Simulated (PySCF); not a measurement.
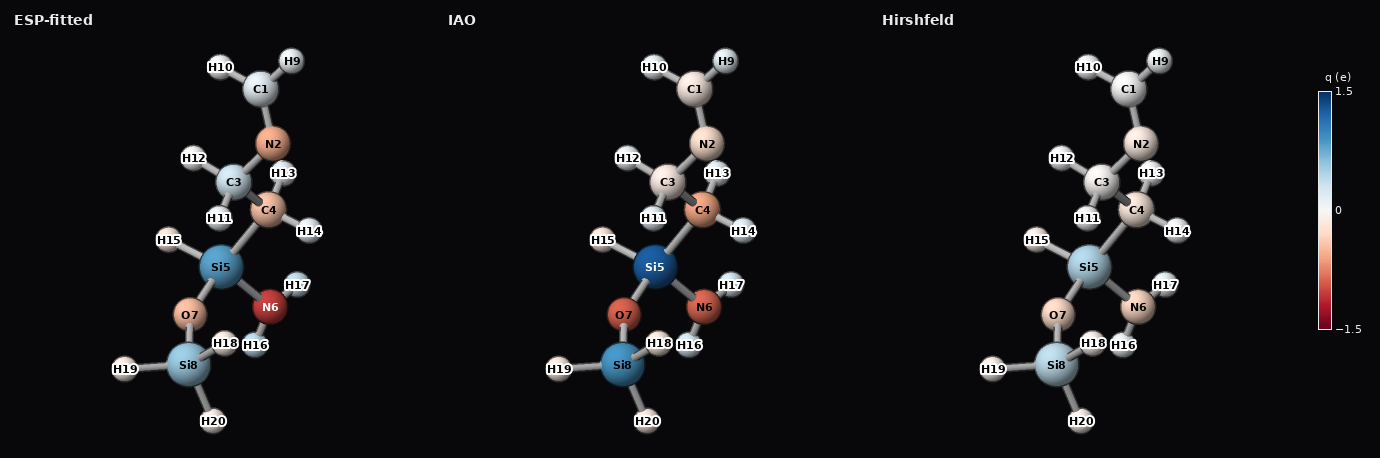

Atomic charges of one calculation by 3 schemes, on one colour scale. Computed geometry: GFN2-xTB optimisation. No frequency run is at hand to confirm it as a minimum. Computed with PBE0/pcSseg-1 (PySCF 2.14.0).

> On which atom do the schemes disagree most?

On Si5 (from 0.45 to 1.25 e).

List the charges (e), one line for each set of equivalent atoms.

| atom | ESP-fitted | IAO | Hirshfeld |
| --- | --- | --- | --- |
| C1 | 0.15 | −0.13 | 0.00 |
| N2 | −0.54 | −0.25 | −0.14 |
| C3 | 0.30 | −0.14 | −0.03 |
| C4 | −0.44 | −0.58 | −0.17 |
| Si5 | 0.82 | 1.25 | 0.45 |
| N6 | −1.02 | −0.86 | −0.32 |
| O7 | −0.46 | −0.89 | −0.30 |
| Si8 | 0.55 | 0.89 | 0.39 |
| H9 | 0.07 | 0.15 | 0.05 |
| H10 | 0.04 | 0.10 | 0.04 |
| H11 | 0.06 | 0.15 | 0.04 |
| H12 | −0.03 | 0.10 | 0.03 |
| H13 | 0.14 | 0.14 | 0.03 |
| H14 | 0.14 | 0.16 | 0.04 |
| H15 | −0.20 | −0.19 | −0.10 |
| H16 | 0.39 | 0.26 | 0.12 |
| H17 | 0.37 | 0.26 | 0.12 |
| H18 | −0.11 | −0.15 | −0.08 |
| H19 | −0.13 | −0.14 | −0.08 |
| H20 | −0.10 | −0.15 | −0.08 |

The geometry is semi-empirical. Around Si such bond lengths and angles can be off by a tenth of an ångström or more and by several degrees, and values that hang on the shape move with them.
